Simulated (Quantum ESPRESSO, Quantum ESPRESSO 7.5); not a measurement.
# Rh(111): thickness series by an ASE script

Wanted: a thickness series of Rh(111), driven from Python.

Method: plane-wave DFT, PBE, GBRV ultrasoft pseudopotentials, in Quantum ESPRESSO 7.5.

The experiments to compare with:

“Anisotropic work function of elemental crystals” (2019, arxiv:1902.07811) quotes from earlier work for Rh (clean (111) face): work function (clean (111) face) 5.46 eV.

This is a report of a sequence of runs, with most program output left out.

## Step 1: Set-up

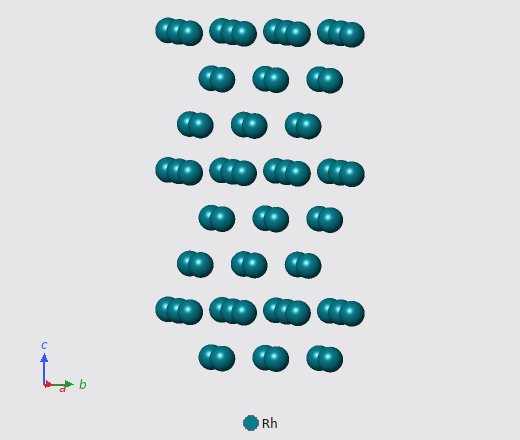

The starting structure, seen from the side, with the c axis up (rhodium blue). 2×3×1 cells are drawn. Some periodic images of atoms are drawn too.

The cell holds 8 atoms: 8 Rh. Its edges and angles: a = 2.687 Å, b = 2.687 Å, c = 30.358 Å, α = 90.0°, β = 90.0°, γ = 60.0°. It derives from Rh. Vacuum lies along c.

Coordinates:

```
CELL_PARAMETERS angstrom
2.68701 0.00000 0.00000
1.34350 2.32702 0.00000
0.00000 0.00000 30.35752
ATOMIC_POSITIONS crystal
Rh 0.66667 0.66667 0.24706
Rh 0.00000 0.00000 0.31933
Rh 0.33333 0.33333 0.39160
Rh 0.66667 0.66667 0.46387
Rh 0.00000 0.00000 0.53613
Rh 0.33333 0.33333 0.60840
Rh 0.66667 0.66667 0.68067
Rh 0.00000 0.00000 0.75294
```

## Step 2: Running the series

ASE writes the inputs, starts pw.x and reads the results. Under ESM bc1 the zero of energy of a symmetric slab is the vacuum, so the work function is minus the Fermi level.

The input, run.py:

```python
import json
import numpy as np
from ase.build import fcc111
from ase.calculators.espresso import Espresso, EspressoProfile

profile = EspressoProfile(command='mpirun -n 4 pw.x -nk 4', pseudo_dir='../pseudo')
pseudopotentials = {'Rh': 'rh_pbe_v1.4.uspp.F.UPF'}
system = {'ecutwfc': 40, 'ecutrho': 200, 'occupations': 'smearing', 'smearing': 'mv', 'degauss': 0.02}


def calculator(name, kpts, **extra):
    data = dict(control=dict(tprnfor=True, verbosity='high', disk_io='none'),
                system=system | extra,
                electrons=dict(conv_thr=1e-07, mixing_beta=0.4, mixing_mode='local-TF',
                               electron_maxstep=100))
    return Espresso(profile=profile, directory=name, pseudopotentials=pseudopotentials, kpts=kpts, input_data=data)


def centre(atoms):
    z = atoms.positions[:, 2]
    atoms.positions[:, 2] -= (z.max() + z.min()) / 2  # ESM wants the slab about z = 0
    return atoms


rows = []
for n in [3, 4, 5, 6, 7, 8]:
    slab = centre(fcc111('Rh', size=(1, 1, n), a=3.8, vacuum=7.5, periodic=True))
    slab.set_initial_magnetic_moments([0.0] * n)
    slab.calc = calculator(f'n{n}', (12, 12, 1), assume_isolated='esm', esm_bc='bc1')
    energy = slab.get_potential_energy()
    work = -slab.calc.get_fermi_level()
    force = slab.get_forces()[-1, 2]
    rows.append([n, energy, work, force])
    print(f'{n} layers: E = {energy:.5f} eV, work function {work:.3f} eV, force on the top atom {force:+.3f} eV/A')

n, energy = np.array(rows)[:, :2].T
slope, offset = np.polyfit(n[1:], energy[1:], 1)
area = np.linalg.norm(np.cross(*slab.cell[:2]))
gamma = offset / (2 * area) * 16.0218
print(f'bulk energy from the slope {slope:.5f} eV an atom; unrelaxed surface energy {gamma:.3f} J/m^2')
json.dump(dict(rows=rows, slope=slope, gamma=gamma), open('result.json', 'w'))
```

On the command line:

```console
> OMP_NUM_THREADS=1 python run.py
```

Elapsed: 7.9 min, on 4 MPI ranks of Arm Neoverse V2, shared host; peak memory 0.85 GiB.

This step gave:

* surface energy: 2.018 J/m²
* work function of the thickest slab: 5.175 eV

Work function against layers:

| layers | work function (eV) |
| --- | --- |
| 3.00 | 5.13 |
| 4.00 | 5.17 |
| 5.00 | 5.17 |
| 6.00 | 5.16 |
| 7.00 | 5.17 |
| 8.00 | 5.18 |

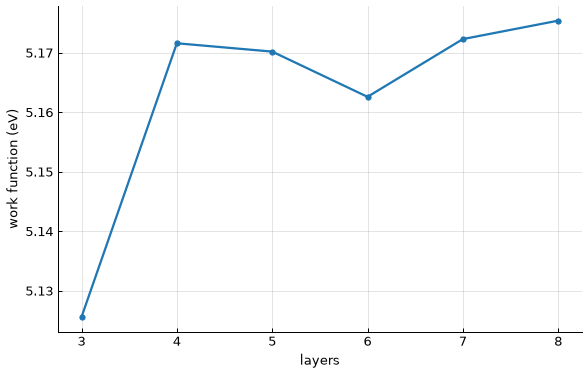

Work function, plotted against layers.

Table of force on the top atom along the normal by layers:

| layers | force on the top atom along the normal (eV/Å) |
| --- | --- |
| 3.00 | -0.212 |
| 4.00 | -0.0483 |
| 5.00 | -0.0400 |
| 6.00 | -0.0791 |
| 7.00 | -0.0602 |
| 8.00 | -0.0673 |

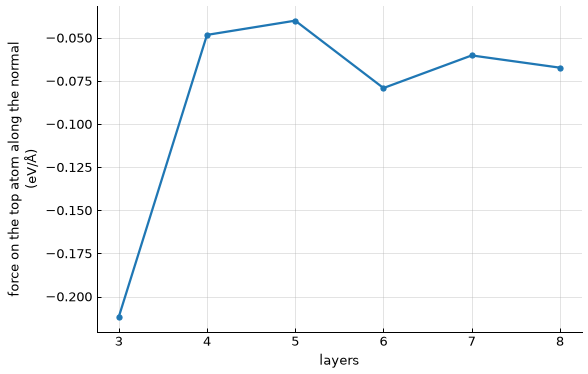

Force on the top atom along the normal, plotted against layers.

The energy less the bulk line's slope by layers:

| layers | energy less the bulk line's slope (meV) |
| --- | --- |
| 3.00 | 1578 |
| 4.00 | 1576 |
| 5.00 | 1578 |
| 6.00 | 1566 |
| 7.00 | 1580 |
| 8.00 | 1574 |

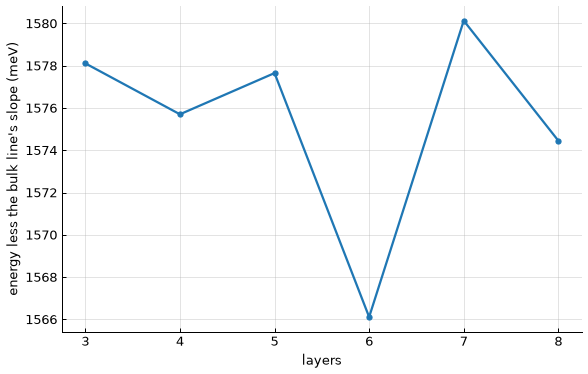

Energy less the bulk line's slope, plotted against layers.

## Step 3: Running the series: PBE, SG15 norm-conserving

Level of this step: plane-wave DFT, PBE, SG15 norm-conserving pseudopotentials (Quantum ESPRESSO 7.5).

run.py is the input of step 2 with these lines changed:

```diff
@@ -6,4 +6,4 @@
 profile = EspressoProfile(command='mpirun -n 4 pw.x -nk 4', pseudo_dir='../pseudo')
-pseudopotentials = {'Rh': 'rh_pbe_v1.4.uspp.F.UPF'}
-system = {'ecutwfc': 40, 'ecutrho': 200, 'occupations': 'smearing', 'smearing': 'mv', 'degauss': 0.02}
+pseudopotentials = {'Rh': 'Rh_ONCV_PBE-1.2.upf'}
+system = {'ecutwfc': 60, 'ecutrho': 240, 'occupations': 'smearing', 'smearing': 'mv', 'degauss': 0.02}
```

On the command line:

```console
> OMP_NUM_THREADS=1 python run.py
```

It took 18 min on 4 MPI ranks; peak memory 1 GiB.

This step gave:

```
surface energy                     : 2.007 J/m²
work function of the thickest slab : 5.167 eV
```

The work function by layers:

| layers | work function (eV) |
| --- | --- |
| 3.00 | 5.12 |
| 4.00 | 5.16 |
| 5.00 | 5.16 |
| 6.00 | 5.16 |
| 7.00 | 5.16 |
| 8.00 | 5.17 |

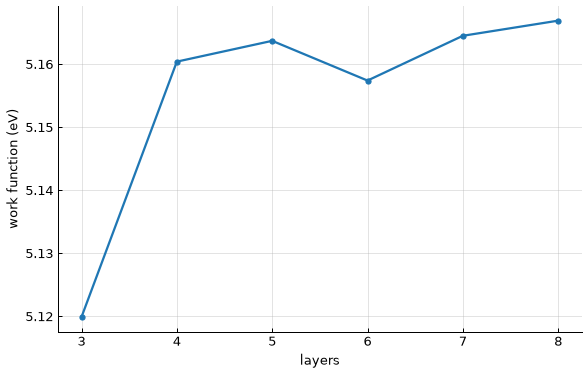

Work function, plotted against layers.

The force on the top atom along the normal by layers:

| layers | force on the top atom along the normal (eV/Å) |
| --- | --- |
| 3.00 | -0.224 |
| 4.00 | -0.0495 |
| 5.00 | -0.0559 |
| 6.00 | -0.0773 |
| 7.00 | -0.0606 |
| 8.00 | -0.0738 |

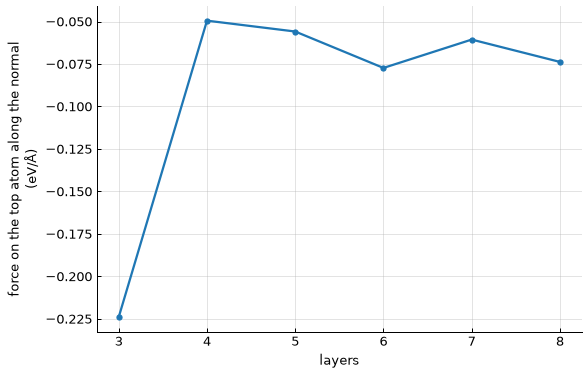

Force on the top atom along the normal against layers.

The energy less the bulk line's slope by layers:

| layers | energy less the bulk line's slope (meV) |
| --- | --- |
| 3.00 | 1569 |
| 4.00 | 1567 |
| 5.00 | 1569 |
| 6.00 | 1557 |
| 7.00 | 1571 |
| 8.00 | 1566 |

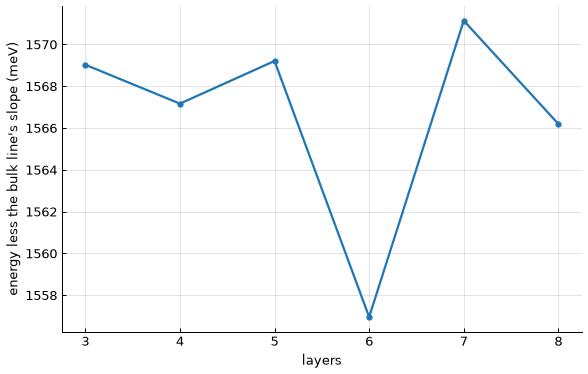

Energy less the bulk line's slope against layers.

## Step 4: The arithmetic

γ = (E_N − N e_bulk)/(2A). The excess of the thickest slab is 1.574 eV and A = 6.253 Å²: 1.574/(2 × 6.253) × 16.02 = 2.02 J/m² (1 eV/Å² = 16.02 J/m²); the fit's intercept gives 2.02.

## Step 5: Outcome

- work function of the thickest slab, PBE, GBRV ultrasoft: 5.18 eV
- unrelaxed surface energy, PBE, GBRV ultrasoft: 2.02 J/m²
- work function of the thickest slab, PBE, SG15 norm-conserving: 5.17 eV
- unrelaxed surface energy, PBE, SG15 norm-conserving: 2.01 J/m²

In words: The thickest slab gives a work function of 5.18 eV and the series an unrelaxed surface energy of 2.02 J/m² (PBE, GBRV ultrasoft). The work function swings by 0.05 eV over 3 to 8 layers and by 0.00 eV over the last step; confined states crossing the Fermi level and the finite mesh both contribute. From 3 layers on it stays within 0.1 eV. The force on the top atom of the thickest slab points inwards (0.07 eV/Å). The slabs are cut from the bulk at the tabulated lattice constant and not relaxed; the surface energy comes from a straight line through the energies of all but the thinnest slab.

Computed beside measured:

| quantity | measured | PBE, GBRV | PBE, SG15 |
| --- | --- | --- | --- |
| work function (clean (111) face) (eV) | 5.46 | 5.18 (-0.28 eV) | 5.17 (-0.29 eV) |

Measured values from arxiv:1902.07811 (2019).

Verdict: The grades are ours: good and fair within 3 and 7 % for the work function. Other measurements of the same face can differ from the value quoted by 0.1 to 0.2 eV.

[Logs are printed without paths, hosts, clocks, repeated set-up lines and the standing remarks that a program may print on its own settings, such as how far it seeks lower states.]

[Hosts, paths, dates, database ids (printed as entryN), source tags and the programs' standing remarks are cut or masked in the printed files.]

[Maps of the electrostatic potential energy from Ansatz leave out the sawtooth potential of an applied field or a dipole correction, so their vacuum need not be flat; planar profiles and work functions include it.]
